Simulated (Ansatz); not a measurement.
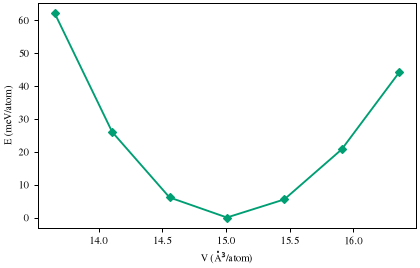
Ti$_{2}$InC in space group P6_3/mmc (No. 194; Ti on 4f, In on 2d, C on 2a) under volume change, r²SCAN (plane waves, PAW; program Ansatz), shape and atoms relaxed at each volume.

### Question
What does a third-order Birch–Murnaghan fit give for V₀, B₀ and B′?

### Answer
V₀ = 15.01 Å³/atom, B₀ = 137 GPa, B′ = 4.6.

The first step of the workflow began from a Materials Project structure, measured or hypothetical; the Crystallography Open Database copy checked does not list it. Whether it is the stable phase at ambient conditions was not checked. The cell was relaxed with r²SCAN under the symmetry of its start; whether a distortion lowers the energy is not shown. No spin polarisation was allowed.

Potentials: the later of the program's two PAW sets.
